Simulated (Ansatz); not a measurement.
**Run report: BSi₂N₂H₉, geometry relaxation (part 2 of 2)**

BSi₂N₂H₉; RKS PBE0/6-31G* (Ansatz 0.2.0). It belongs to a series of runs on one base structure; here: end point A relaxed.

Geometry of the input (Å):
```
N  -1.9074  0.6486  -0.4771
B  -0.9579  -0.4503  -0.6247
N  -0.9774  -1.2887  -1.9076
Si 0.3692  -0.8228  0.8214
Si 1.5819  0.9513  1.1548
H  -1.7222  1.4089  -1.2297
H  -1.7735  1.1651  0.4352
H  -0.6472  -0.6363  -2.6868
H  -0.1774  -1.9820  -1.7730
H  1.1447  -1.9781  0.4871
H  -0.4674  -1.1430  2.0706
H  2.3461  1.2742  -0.0392
H  0.6802  2.1302  1.5128
H  2.4954  0.6936  2.2850
```

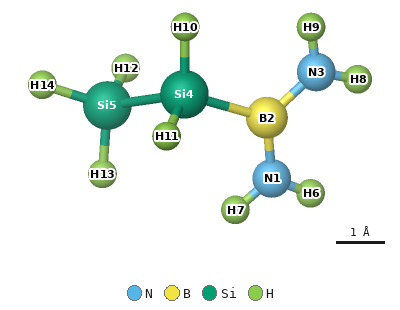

*The geometry at step 6 of the log (ball-and-stick view, seen at a tilt; atoms are numbered from 1 in the order of the input).*

**Output, continued**
```
Atom 10 at    -0.392713    -1.257518     2.011960 Å, force     0.001368    -0.001381     0.002531 eV/Å
Atom 11 at     2.554463     1.444779     0.285629 Å, force    -0.000593     0.000095    -0.002360 eV/Å
Atom 12 at     0.817125     2.150441     1.786206 Å, force    -0.002615     0.003452     0.000736 eV/Å
Atom 13 at     2.578530     0.719804     2.586357 Å, force     0.000967    -0.001863     0.000511 eV/Å
Dipole moment:    -0.401567     0.025977    -0.473802 e Å
```

**Trajectory as extended XYZ (Å, eV, eV/Å), 10 frames, from step=1 to step=10**
```
14
Properties=species:S:1:pos:R:3:forces:R:3 step=1 energy=-19546.33640
N    -1.9074    0.6486   -0.4771    1.9369   2.3206  -0.3497
B    -0.9579   -0.4503   -0.6247   -1.1730  -0.7003  -1.7722
N    -0.9774   -1.2887   -1.9076    2.7494   1.5663   1.1299
Si    0.3692   -0.8228    0.8214   -2.7911  -1.4501   0.6638
Si    1.5819    0.9513    1.1548    0.3816   1.8640   1.0375
H    -1.7222    1.4089   -1.2297   -1.0418  -1.7497   1.3157
H    -1.7735    1.1651    0.4352   -0.2732  -0.7770  -1.3022
H    -0.6472   -0.6363   -2.6868   -0.9311  -1.2929   0.8746
H    -0.1774   -1.9820   -1.7730   -1.4047   1.0628  -0.6221
H     1.1447   -1.9781    0.4871    0.8647  -1.0493  -0.1582
H    -0.4674   -1.1430    2.0706    0.5762   0.1494  -0.2842
H     2.3461    1.2742   -0.0392    0.4247   0.2800  -0.5788
H     0.6802    2.1302    1.5128    0.3794  -0.3784  -0.1573
H     2.4954    0.6936    2.2850    0.3020   0.1546   0.2031
14
Properties=species:S:1:pos:R:3:forces:R:3 step=2 energy=-19547.23516
N    -1.8658    0.6743   -0.4878    1.3844   1.2495  -0.9925
B    -0.9642   -0.4496   -0.6398   -0.8977  -0.4976  -1.0522
N    -0.9375   -1.2460   -1.8952    1.7281   1.4499   0.3811
Si    0.2873   -0.9159    0.8672   -0.7267  -0.2447   0.3867
Si    1.5940    0.9444    1.2005    0.0617   0.3894   0.2683
H    -1.8797    1.3365   -1.3186   -0.5005  -1.1979   1.3236
H    -1.6971    1.2369    0.3595   -0.2514  -0.3480  -0.6301
H    -0.7721   -0.6387   -2.7348   -0.6773  -0.8894   0.7649
H    -0.1423   -1.9100   -1.8629   -0.7928   0.4289  -0.1955
H     1.1669   -2.0572    0.5488    0.1942  -0.3451  -0.0133
H    -0.4349   -1.1831    2.1644    0.2019  -0.0237  -0.1191
H     2.3609    1.3010   -0.0165    0.1096   0.0469  -0.1759
H     0.7175    2.1209    1.5227    0.0876  -0.0792   0.0002
H     2.5541    0.7573    2.3213    0.0789   0.0609   0.0537
14
Properties=species:S:1:pos:R:3:forces:R:3 step=3 energy=-19547.44741
N    -1.7295    0.7023   -0.5349   -0.1484   0.3019   0.3125
B    -1.0855   -0.5729   -0.5574    1.2782   1.3422  -1.6929
N    -0.7887   -1.1161   -1.8638    0.3133  -0.2433   0.3083
Si    0.2226   -0.9783    0.9548   -0.6229  -0.2529   0.1649
Si    1.5569    0.9290    1.1943   -0.0814   0.0522  -0.1253
H    -1.9064    1.2814   -1.3633    0.0047  -0.6277   0.4207
H    -1.6308    1.2816    0.2897   -0.2994  -0.0913  -0.0844
H    -0.8467   -0.5680   -2.7270   -0.3042  -0.1949   0.5873
H    -0.0211   -1.7747   -1.9379   -0.3510  -0.1038   0.0121
H     1.1075   -2.1346    0.6301    0.0427  -0.0904   0.0206
H    -0.4229   -1.2418    2.2804    0.1052  -0.0592   0.0407
H     2.2037    1.2355   -0.1166    0.0434   0.0339   0.0335
H     0.7078    2.1110    1.5457    0.0185  -0.0327   0.0090
H     2.6202    0.8161    2.2346    0.0014  -0.0341  -0.0070
14
Properties=species:S:1:pos:R:3:forces:R:3 step=4 energy=-19547.73710
N    -1.7081    0.7316   -0.5371   -0.0081   0.3967  -0.2809
B    -0.9315   -0.4599   -0.6078   -0.0279   0.4373  -0.4012
N    -0.7518   -1.1010   -1.8631    0.3507   0.1018  -0.5883
Si    0.2190   -1.0016    0.9892    0.0261   0.1613  -0.2465
Si    1.5550    0.9262    1.1964    0.0948  -0.2030   0.0685
H    -2.0086    1.2644   -1.3654    0.1699  -0.5615   0.6051
H    -1.6737    1.3156    0.2851   -0.1399  -0.0309  -0.0100
H    -0.9214   -0.6207   -2.7581   -0.0864  -0.3273   0.7518
H    -0.0263   -1.7970   -1.9718   -0.1921  -0.0585   0.0505
H     1.1045   -2.1681    0.6644   -0.0409   0.0393   0.0432
H    -0.4163   -1.2706    2.3141   -0.0846  -0.0091  -0.0436
H     2.2191    1.2393   -0.1087   -0.0368  -0.0198   0.0675
H     0.7106    2.1056    1.5498   -0.0355   0.0213   0.0138
H     2.6166    0.8068    2.2417    0.0105   0.0525  -0.0301
14
Properties=species:S:1:pos:R:3:forces:R:3 step=5 energy=-19547.84439
N    -1.6574    0.7660   -0.5663   -0.0802   0.2062  -0.1348
B    -0.8670   -0.4015   -0.6674   -0.0525   0.0513  -0.1423
N    -0.7325   -1.1171   -1.8777    0.0278   0.0642  -0.2625
Si    0.2505   -0.9337    0.9089    0.3628  -0.1380   0.3553
Si    1.6194    0.9285    1.2900   -0.0348   0.0653  -0.1227
H    -2.0911    1.2184   -1.3619   -0.0309  -0.0998   0.0822
H    -1.7073    1.3259    0.2704    0.0212  -0.0500  -0.0259
H    -1.0661   -0.7586   -2.7646   -0.0546  -0.1042   0.0903
H    -0.1207   -1.9111   -1.9853   -0.0425   0.0579   0.0734
H     1.1228   -2.1188    0.6335   -0.0111  -0.0217  -0.0371
H    -0.4683   -1.2368    2.1800   -0.1130  -0.0131   0.0470
H     2.2687    1.2909   -0.0058    0.0428   0.0293   0.0180
H     0.7395    2.0817    1.6539    0.0269   0.0320   0.0459
H     2.6964    0.8368    2.3212   -0.0619  -0.0795   0.0132
14
Properties=species:S:1:pos:R:3:forces:R:3 step=6 energy=-19547.86696
N    -1.6295    0.7900   -0.5987   -0.0474   0.0206  -0.0180
B    -0.8323   -0.3750   -0.6949   -0.0362  -0.0369  -0.0387
N    -0.7393   -1.1242   -1.8894   -0.0397   0.0037  -0.0373
Si    0.2864   -0.9204    0.9035    0.0598   0.0987  -0.1114
Si    1.6240    0.9548    1.2987    0.1080  -0.0434   0.1371
H    -2.1926    1.1494   -1.3575    0.0381   0.0179   0.0164
H    -1.6353    1.3836    0.2151   -0.0709  -0.0520   0.0008
H    -1.2232   -0.8806   -2.7436    0.0719  -0.0124   0.0166
H    -0.0934   -1.8894   -1.9958   -0.1059  -0.0433   0.0019
H     1.1496   -2.1084    0.6062    0.0112   0.0283   0.0327
H    -0.4839   -1.2315    2.1477   -0.0090   0.0048  -0.0219
H     2.3409    1.3622    0.0520   -0.0163  -0.0211   0.0292
H     0.7756    2.1153    1.7144   -0.0106  -0.0206  -0.0167
H     2.6401    0.7450    2.3713    0.0471   0.0557   0.0092
14
Properties=species:S:1:pos:R:3:forces:R:3 step=7 energy=-19547.89678
N    -1.6220    0.8071   -0.6647   -0.0086  -0.0283  -0.0447
B    -0.8399   -0.3707   -0.7423    0.0172   0.0383   0.0234
N    -0.8155   -1.1769   -1.9029   -0.0033   0.0030  -0.0061
Si    0.3407   -0.8608    0.8406   -0.0269  -0.0216  -0.0382
Si    1.6746    0.9816    1.3865    0.0219   0.0173  -0.0194
H    -2.2161    1.1348   -1.4140    0.0044  -0.0010   0.0325
H    -1.6524    1.3951    0.1521    0.0027  -0.0038  -0.0131
H    -1.3311   -0.9670   -2.7465   -0.0010  -0.0146   0.0217
H    -0.2530   -2.0084   -1.9761   -0.0060   0.0110   0.0034
H     1.2321   -2.0272    0.5378   -0.0076   0.0134   0.0088
H    -0.4408   -1.2291    2.0642    0.0112  -0.0047  -0.0032
H     2.4375    1.4476    0.1896   -0.0088   0.0019   0.0129
H     0.8131    2.1211    1.8290   -0.0047   0.0053  -0.0077
H     2.6599    0.7235    2.4758    0.0096  -0.0161   0.0295
14
Properties=species:S:1:pos:R:3:forces:R:3 step=8 energy=-19547.89839
N    -1.6410    0.8017   -0.6593    0.0386  -0.0202   0.0135
B    -0.8441   -0.3647   -0.7509   -0.0202   0.0314  -0.0218
N    -0.8432   -1.1800   -1.9055    0.0090  -0.0163   0.0182
Si    0.3672   -0.8500    0.8089    0.0265  -0.0198  -0.0161
Si    1.6931    0.9882    1.3967   -0.0363  -0.0068  -0.0102
H    -2.2610    1.1201   -1.3908    0.0077   0.0012   0.0153
H    -1.6280    1.4081    0.1445   -0.0257   0.0014  -0.0198
H    -1.3933   -0.9920   -2.7317   -0.0077   0.0021   0.0055
H    -0.2797   -2.0101   -1.9828   -0.0020  -0.0032  -0.0010
H     1.2662   -2.0049    0.4872   -0.0010   0.0061  -0.0079
H    -0.3928   -1.2494    2.0369   -0.0028   0.0148  -0.0115
H     2.5763    1.4172    0.2722   -0.0196  -0.0074  -0.0177
H     0.8032    2.1456    1.7224    0.0240   0.0175   0.0154
H     2.5643    0.7409    2.5809    0.0093  -0.0008   0.0382
14
Properties=species:S:1:pos:R:3:forces:R:3 step=9 energy=-19547.89903
N    -1.6333    0.8071   -0.6762    0.0215  -0.0228  -0.0213
B    -0.8379   -0.3607   -0.7632   -0.0299   0.0014  -0.0140
N    -0.8522   -1.1911   -1.9076   -0.0061  -0.0098  -0.0136
Si    0.3771   -0.8407    0.7969   -0.0391   0.0241   0.0302
Si    1.6907    0.9955    1.4194    0.0394  -0.0113  -0.0489
H    -2.2659    1.1129   -1.4029    0.0207  -0.0030   0.0292
H    -1.6261    1.4140    0.1269   -0.0133   0.0104  -0.0089
H    -1.4182   -1.0177   -2.7276    0.0207   0.0024   0.0491
H    -0.2964   -2.0274   -1.9792   -0.0027   0.0179   0.0046
H     1.2791   -1.9928    0.4742    0.0127   0.0189   0.0025
H    -0.3891   -1.2421    2.0206   -0.0115  -0.0188  -0.0211
H     2.5557    1.4260    0.2798    0.0023   0.0150   0.0254
H     0.8273    2.1642    1.7769   -0.0078  -0.0251  -0.0045
H     2.5764    0.7235    2.5906   -0.0069   0.0007  -0.0087
14
Properties=species:S:1:pos:R:3:forces:R:3 step=10 energy=-19547.90025
N    -1.6235    0.8147   -0.6827   -0.0022   0.0053  -0.0002
B    -0.8384   -0.3595   -0.7622    0.0035  -0.0087  -0.0019
N    -0.8590   -1.1979   -1.9001   -0.0036  -0.0026   0.0026
Si    0.3762   -0.8393    0.7965    0.0010   0.0003  -0.0063
Si    1.6915    0.9944    1.4175   -0.0003   0.0005   0.0059
H    -2.2582    1.1173   -1.4081    0.0044   0.0003   0.0009
H    -1.6182    1.4251    0.1180    0.0006  -0.0035  -0.0062
H    -1.4259   -1.0260   -2.7185   -0.0033   0.0047   0.0018
H    -0.3035   -2.0340   -1.9700    0.0034   0.0022   0.0055
H     1.2887   -1.9816    0.4683   -0.0027   0.0014  -0.0037
H    -0.3927   -1.2575    2.0120    0.0014  -0.0014   0.0025
H     2.5545    1.4448    0.2856   -0.0006   0.0001  -0.0024
H     0.8171    2.1504    1.7862   -0.0026   0.0035   0.0007
H     2.5785    0.7198    2.5864    0.0010  -0.0019   0.0005
```
